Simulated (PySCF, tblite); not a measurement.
# C₆H₇ClO₂+ (doublet): geometry, infrared bands and EPR parameters

Wanted: the infrared bands and EPR parameters of C₆H₇ClO₂+ (doublet) (`[CH2+][C](Cl)[C@@H]1O[C@H](C)C1=O`), by calculation.

Programs: tblite 0.8.0 and PySCF 2.14.0, with density-fitted response routines of our own. Each step states its level of theory. These are calculated values for one molecule in the gas phase, unless marked as measured. Atoms are numbered from 0 throughout.

## 1. Starting geometry

16 atoms, charge 1, multiplicity 2; geometry from: force field or distance geometry start.

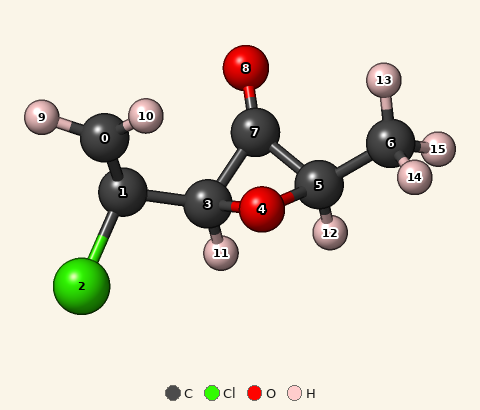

As it starts; carbon dark grey, chlorine green, oxygen red, hydrogen pink, atoms numbered.

## 2. Geometry optimisation with GFN2-xTB

What the job is given:

```
{"job": {"kind": "relax", "xc": "GFN2-xTB", "basis": "xTB"}, "charge": 1, "multiplicity": 2}
C     -2.588900     0.588900     0.300100
C     -1.938900     0.118300    -0.929000
Cl    -2.705700    -1.421000    -1.387200
C     -0.479800    -0.103900    -0.860200
O      0.048100    -0.689600     0.322800
C      1.252900    -0.059000    -0.063900
C      2.220300     0.254700     1.025800
C      0.388100     1.064700    -0.506600
O      0.374400     2.263500    -0.569100
H     -3.628700     0.985800     0.208800
H     -2.162000     0.585000     1.284000
H     -0.042300    -0.637700    -1.723500
H      1.658500    -0.566300    -0.933700
H      2.031000     1.169000     1.587800
H      2.341700    -0.640200     1.689000
H      3.223500     0.364100     0.543500
```

Command:

```
$ OMP_NUM_THREADS=1 python probes_run.py task.json out
```

One launch serves the whole session: the jobs run in the order shown.

The log of the run:

```text
step      E/eV     max force
  0    -773.46968    5.439
  1    -774.09926    5.514
  2    -774.36363    4.839
  3    -774.72690    1.821
  4    -774.96346    1.487
  5    -775.14623    1.423
  6    -775.33975    1.185
  7    -775.45545    1.129
  8    -775.58615    1.148
  9    -775.67827    0.966
 10    -775.75977    0.666
 11    -775.82069    0.625
 12    -775.88815    0.670
 13    -775.93268    0.529
 14    -775.96356    0.528
 15    -775.99143    0.423
 16    -776.00864    0.407
 17    -776.01753    0.267
 18    -776.02331    0.253
 19    -776.02921    0.265
 20    -776.03688    0.314
 21    -776.04329    0.232
 22    -776.04755    0.159
 23    -776.05082    0.179
 24    -776.05498    0.203
 25    -776.06155    0.279
 26    -776.07180    0.306
 27    -776.08542    0.309
 28    -776.09881    0.367
 29    -776.11171    0.356
 30    -776.12910    0.362
 31    -776.14542    0.383
 32    -776.15779    0.255
 33    -776.17016    0.259
 34    -776.18307    0.375
 35    -776.19691    0.418
 36    -776.20935    0.460
 37    -776.21560    0.414
 38    -776.22407    0.207
 39    -776.23019    0.188
 40    -776.24044    0.146
 41    -776.24426    0.180
 42    -776.24986    0.136
 43    -776.25305    0.131
 44    -776.25609    0.140
 45    -776.25965    0.177
 46    -776.26521    0.244
 47    -776.27055    0.193
 48    -776.27505    0.151
 49    -776.27870    0.142
 50    -776.28319    0.190
 51    -776.28895    0.221
 52    -776.29572    0.217
 53    -776.30108    0.158
 54    -776.30505    0.136
 55    -776.30778    0.117
 56    -776.31028    0.124
 57    -776.31299    0.126
 58    -776.31672    0.137
 59    -776.31944    0.143
 60    -776.32275    0.114
 61    -776.32572    0.131
 62    -776.32863    0.140
 63    -776.33243    0.182
 64    -776.33667    0.167
 65    -776.34123    0.234
 66    -776.34588    0.202
 67    -776.35288    0.217
 68    -776.36179    0.345
 69    -776.37656    0.428
 70    -776.39187    0.358
 71    -776.40228    0.521
 72    -776.40311    0.541
 73    -776.41661    0.200
 74    -776.42034    0.367
 75    -776.42726    0.268
 76    -776.44444    0.308
 77    -776.45396    0.277
 78    -776.45763    0.431
 79    -776.46878    0.242
 80    -776.47328    0.153
 81    -776.47931    0.447
 82    -776.48397    0.212
 83    -776.48774    0.231
 84    -776.49408    0.296
 85    -776.49778    0.166
 86    -776.50252    0.138
 87    -776.50564    0.174
 88    -776.50477    0.191
 89    -776.50819    0.117
 90    -776.50916    0.119
 91    -776.51154    0.175
 92    -776.51338    0.170
 93    -776.51511    0.120
 94    -776.51698    0.085
 95    -776.51849    0.087
 96    -776.51988    0.118
 97    -776.52122    0.096
 98    -776.52262    0.112
 99    -776.52387    0.092
100    -776.52515    0.121
101    -776.52627    0.127
102    -776.52732    0.108
103    -776.52793    0.057
104    -776.52832    0.051
105    -776.52865    0.052
106    -776.52907    0.079
107    -776.52954    0.082
108    -776.52998    0.069
109    -776.53037    0.044
110    -776.53075    0.048
111    -776.53121    0.046
112    -776.53175    0.066
113    -776.53234    0.096
114    -776.53299    0.111
115    -776.53381    0.113
116    -776.53489    0.095
117    -776.53607    0.086
118    -776.53703    0.068
119    -776.53762    0.044
120    -776.53783    0.075
121    -776.53812    0.038
122    -776.53835    0.035
123    -776.53868    0.039
124    -776.53888    0.029
125    -776.53906    0.021
126    -776.53917    0.020
127    -776.53925    0.016
128    -776.53929    0.012
129    -776.53933    0.010
130    -776.53935    0.008
```

Wall time 1 s (1 thread of Arm Neoverse V2, shared host); peak memory 0.18 GiB.

Relaxation path: (not every step is listed)

| step | energy from step 0 (eV) | largest force (eV/Å) |
| --- | --- | --- |
| 0 | 0.0000 | 5.4390 |
| 1 | -0.6296 | 5.5143 |
| 2 | -0.8939 | 4.8394 |
| 3 | -1.2572 | 1.8207 |
| 4 | -1.4938 | 1.4873 |
| 5 | -1.6765 | 1.4229 |
| 6 | -1.8701 | 1.1846 |
| 7 | -1.9858 | 1.1294 |
| 8 | -2.1165 | 1.1485 |
| 19 | -2.5595 | 0.2652 |
| 30 | -2.6594 | 0.3618 |
| 41 | -2.7746 | 0.1798 |
| 52 | -2.8260 | 0.2172 |
| 63 | -2.8628 | 0.1817 |
| 74 | -2.9507 | 0.3675 |
| 85 | -3.0281 | 0.1658 |
| 96 | -3.0502 | 0.1181 |
| 107 | -3.0599 | 0.0821 |
| 118 | -3.0673 | 0.0675 |
| 125 | -3.0694 | 0.0212 |
| 126 | -3.0695 | 0.0203 |
| 127 | -3.0696 | 0.0163 |
| 128 | -3.0696 | 0.0120 |
| 129 | -3.0696 | 0.0105 |
| 130 | -3.0697 | 0.0081 |

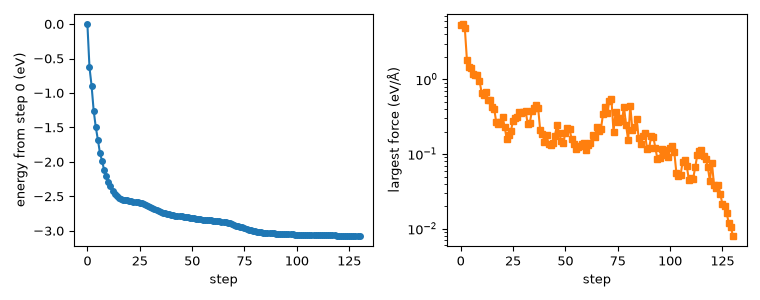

Energy and force, step by step.

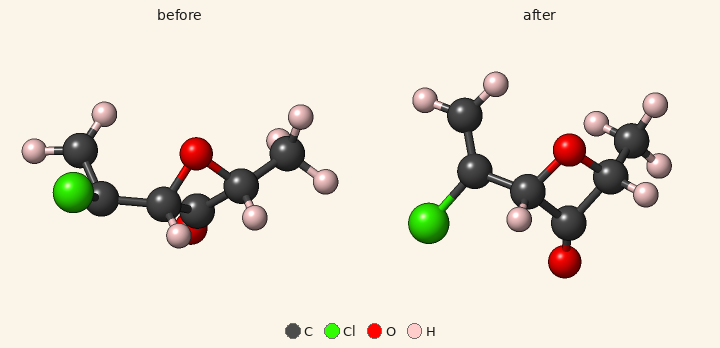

The geometry before (left) and after (right).

Distances of close pairs at the start and the end, largest changes first:

| bond | before (Å) | after (Å) | change (Å) |
| --- | --- | --- | --- |
| C0–C1 | 1.468 | 1.348 | -0.120 |
| C1–Cl2 | 1.780 | 1.708 | -0.072 |
| C3–C7 | 1.498 | 1.561 | +0.063 |
| C5–C7 | 1.485 | 1.527 | +0.041 |
| C0–H9 | 1.117 | 1.078 | -0.039 |
| C6–H15 | 1.118 | 1.087 | -0.032 |
| C7–O8 | 1.201 | 1.169 | -0.032 |
| C6–H14 | 1.120 | 1.091 | -0.029 |

The next job starts from the end point, and lists it.

## 3. Vibrational analysis with GFN2-xTB

What the job is given:

```
{"job": {"kind": "ir", "xc": "GFN2-xTB", "basis": "xTB"}, "charge": 1, "multiplicity": 2}
C     -2.235455     0.039740     0.778910
C     -1.779279     0.217151    -0.476730
Cl    -2.602504     1.149657    -1.647120
C     -0.507240    -0.405012    -0.936918
O      0.264453    -1.047352     0.051171
C      1.377352    -0.166996    -0.137309
C      1.772649     0.634457     1.078963
C      0.622854     0.641314    -1.190055
O      0.731180     1.607522    -1.839029
H     -3.196096     0.416131     1.091324
H     -1.665113    -0.548444     1.482904
H     -0.639999    -1.015533    -1.842166
H      2.229657    -0.695757    -0.586416
H      0.921281     1.159115     1.510077
H      2.150274    -0.059472     1.831712
H      2.548388     1.349907     0.819272
```

The log of the run:

```text
mode    cm-1     km/mol
  1      46.2      0.36
  2      63.6      3.06
  3      92.6      1.54
  4     180.5      3.06
  5     184.8      0.35
  6     233.3      4.52
  7     307.7      3.57
  8     355.7      7.00
  9     393.0     12.26
 10     441.7      5.11
 11     471.0      7.94
 12     553.8      5.81
 13     573.1      1.99
 14     666.1     33.31
 15     733.5      1.22
 16     778.4      1.12
 17     814.2     19.57
 18     892.8      5.93
 19     906.7     26.23
 20     944.2     11.16
 21     965.6     14.13
 22    1007.7     24.57
 23    1046.4     18.42
 24    1076.2     11.97
 25    1090.0     18.45
 26    1111.6     27.20
 27    1139.5    115.38
 28    1187.4      4.35
 29    1238.6     11.56
 30    1310.6     52.55
 31    1360.8     43.87
 32    1396.1     52.09
 33    1428.3     27.62
 34    1502.6    127.73
 35    1926.0    446.80
 36    2863.6     22.20
 37    2876.4     28.14
 38    2997.1     95.25
 39    3029.6     25.97
 40    3058.8      4.62
 41    3076.1     63.16
 42    3124.2     22.42
```

Run time: 0.57 s. Hardware: 1 thread of Arm Neoverse V2, shared host; peak memory 0.18 GiB.

The strongest bands and the atoms that carry them (share of the mass-weighted mode):

| cm⁻¹ | km/mol | atoms |
| --- | --- | --- |
| 1140 | 115.4 | H12 30 %, C5 22 %, O4 16 %, C3 12 % |
| 1311 | 52.5 | H9 45 %, H10 41 %, C1 12 % |
| 1361 | 43.9 | H14 35 %, H15 34 %, C6 15 %, H13 14 % |
| 1396 | 52.1 | H14 36 %, H15 29 %, H13 28 % |
| 1503 | 127.7 | C1 47 %, C0 43 % |
| 1926 | 446.8 | C7 62 %, O8 38 % |
| 2997 | 95.2 | H14 91 % |
| 3076 | 63.2 | H10 70 %, H9 25 % |

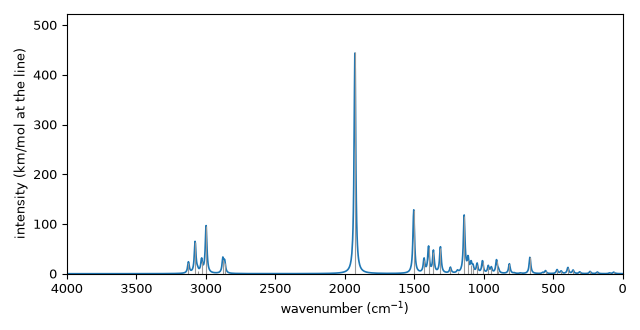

The infrared spectrum from these modes, unscaled. Lines are broadened to a width of 14 cm⁻¹ (Lorentzian).

## 4. g tensor and hyperfine couplings: B3LYP/pcH-1

Same as in step 3 but for these lines:

```diff
@@ -1,2 +1,2 @@
-{"job": {"kind": "ir", "xc": "GFN2-xTB", "basis": "xTB"}, "charge": 1, "multiplicity": 2}
+{"job": {"kind": "epr", "basis": "pcH-1"}, "charge": 1, "multiplicity": 2}
 C     -2.235455     0.039740     0.778910
```

Level: UKS B3LYP, pcH-1 on C Cl H O, non-relativistic, mean-field spin-orbit, GIAO.

The log of the run:

```text
UKS, coarse grid
  cycle   1  E = -842.91483964  |g| = 7.58e-01
  cycle   2  E = -841.77787408  |g| = 1.83e+00
  cycle   3  E = -843.08872714  |g| = 3.17e-01
  cycle   4  E = -843.12172088  |g| = 1.66e-01
  cycle   5  E = -843.13293049  |g| = 5.66e-02
  cycle   6  E = -843.13465789  |g| = 1.78e-02
  cycle   7  E = -843.13482007  |g| = 7.27e-03
  cycle   8  E = -843.13484329  |g| = 2.27e-03
  cycle   9  E = -843.13485018  |g| = 1.15e-03
  cycle  10  E = -843.13485122  |g| = 5.27e-04
UKS, final grid
  cycle   1  E = -843.13488570  |g| = 9.51e-04
  cycle   2  E = -843.13488393  |g| = 2.27e-03
  cycle   3  E = -843.13488605  |g| = 4.14e-04
  cycle   4  E = -843.13488613  |g| = 7.57e-05
  cycle   5  E = -843.13488614  |g| = 6.72e-05
  cycle   6  E = -843.13488615  |g| = 2.13e-05
E = -843.13488615 Eh   <S^2> = 0.7605 (exact 0.7500)
g shifts (ppm)      1          2          3
  rmc          -221       -221       -221
  gc              8         43         29
  oz_so        -672       4057      10346
  total        -885       3879      10155
hyperfine (MHz)  atom isotope    a_iso     a_fc   dipolar eigenvalues
    0   13C      31.39      31.62    -34.97    -34.34     69.31
    1   13C     -14.72     -15.04    -10.44     -3.34     13.78
    2  35Cl       5.57       4.57    -19.75    -18.76     38.51
    3   13C      26.74      26.61    -14.45    -14.06     28.51
    4   17O      -0.49      -0.45     -0.40     -0.07      0.47
    5   13C      33.16      33.19    -12.32    -11.50     23.82
    6   13C       0.35       0.35     -2.64     -2.27      4.91
    7   13C     -41.60     -41.55    -12.61     -2.34     14.94
    8   17O     -16.56     -16.59    -79.53     36.65     42.87
    9    1H     -26.51     -26.48    -15.96     -2.62     18.57
   10    1H     -27.60     -27.58    -15.17     -2.82     17.99
   11    1H      44.88      44.86     -6.00     -2.50      8.50
   12    1H      12.96      12.96     -5.24     -1.42      6.65
   13    1H      11.25      11.25     -2.59      0.12      2.47
   14    1H      35.90      35.90     -1.94     -0.77      2.71
   15    1H      -0.90      -0.90     -2.18     -0.09      2.27
```

It took 2.6 min on 1 thread of Arm Neoverse V2, shared host; peak memory 1.2 GiB.

Principal g values 2.00143, 2.00620, 2.01247; g(iso) = 2.00670, against 2.00232 for a free electron.

Hyperfine couplings; where a row names several nuclei, a(iso) is their mean (it holds for fast rotation or exchange) and the dipolar term the largest among them:

| nuclei | isotope | a(iso) (MHz) | a(iso) (G, at g = 2.0023) | largest dipolar term (MHz) |
| --- | --- | --- | --- | --- |
| H11 | 1H | 44.9 | 16.0 | 8.5 |
| C7 | 13C | -41.6 | -14.8 | 14.9 |
| C5 | 13C | 33.2 | 11.8 | 23.8 |
| C0 | 13C | 31.4 | 11.2 | 69.3 |
| H9, H10 | 1H | -27.1 | -9.7 | 18.6 |
| C3 | 13C | 26.7 | 9.5 | 28.5 |
| O8 | 17O | -16.6 | -5.9 | -79.5 |
| H13, H14, H15 | 1H | 15.4 | 5.5 | 2.7 |
| C1 | 13C | -14.7 | -5.3 | 13.8 |
| H12 | 1H | 13.0 | 4.6 | 6.7 |
| Cl2 | 35Cl | 5.6 | 2.0 | 38.5 |
| O4 | 17O | -0.5 | -0.2 | 0.5 |
| C6 | 13C | 0.3 | 0.1 | 4.9 |

Mulliken spin populations:

C0 0.44; C1 0.02; Cl2 0.10; C3 0.09; O4 -0.01; C5 0.10; C6 0.01; C7 0.00; O8 0.25; H9 -0.02; H10 -0.02; H11 0.02; H12 0.00; H13 0.00; H14 0.01; H15 0.00

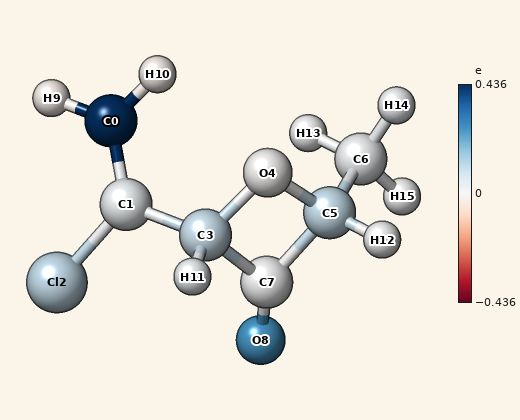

Mulliken spin populations, as colours on the atoms.

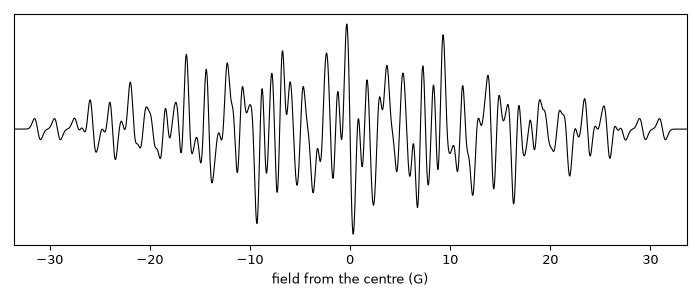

First-order isotropic spectrum (first derivative, main isotopes with spin only, couplings over 0.8 MHz, Gaussian width 0.3 G; couplings of the frozen geometry, rotation of groups not averaged beyond the rows shown).

The fields below are evaluated on a grid from the run's orbitals.

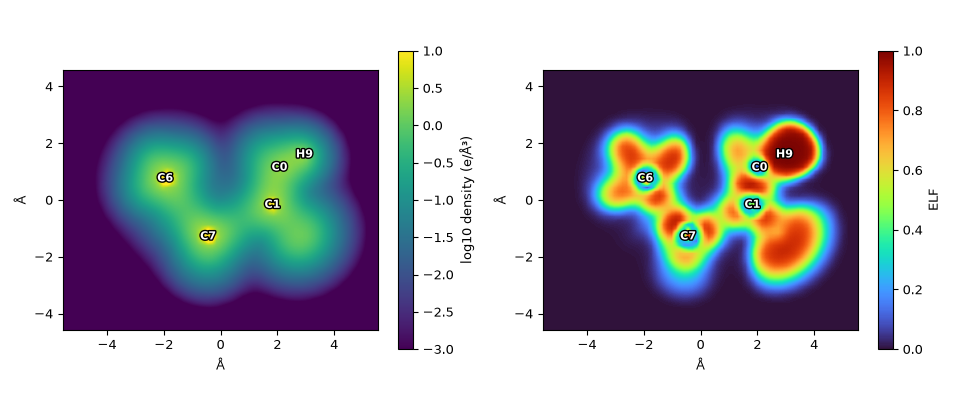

Density (left) and ELF (right) in a plane through or near 5 of the atoms.

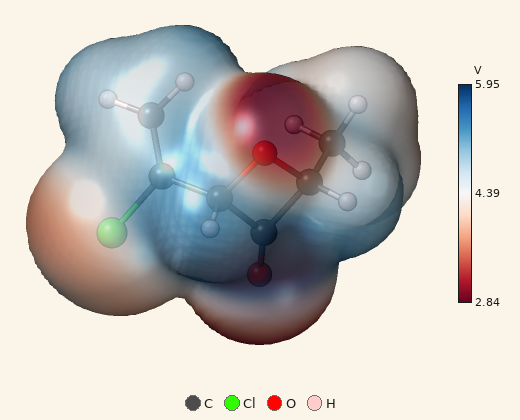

The potential that a unit positive charge feels on the 0.002 e/bohr³ surface, from 2.84 V near O4 to 5.95 V near H11.

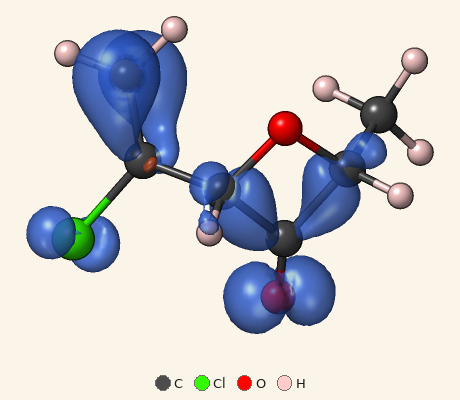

Spin density at ±0.04 e/Å³ (alpha excess blue, beta excess red).

## 5. What came out

| quantity | value |
| --- | --- |
| strongest single infrared mode (GFN2-xTB) | 1926 cm⁻¹, 447 km/mol |
| zero-point energy (GFN2-xTB) | 70.7 kcal/mol |
| g(iso) (B3LYP) | 2.00670 |
| ⟨S²⟩ | 0.761 (exact 0.75) |
| largest a(iso) (averaged by class) | 1H on H11, 44.9 MHz |

In words: The optimisation took 130 steps and gained 3.070 eV; among the close pairs (by a distance rule), C0–C1 changed most, from 1.468 to 1.348 Å. No mode is imaginary among the 42: a minimum at this level. The strongest single mode, at 1926 cm⁻¹, moves mainly C7 and O8. Unscaled tight-binding wavenumbers are off by several per cent, some by more. Its intensities can rank the bands wrongly. C0 carries the largest spin population, 0.44 e. The isotropic g lies 4.4 ppt above the free-electron value.
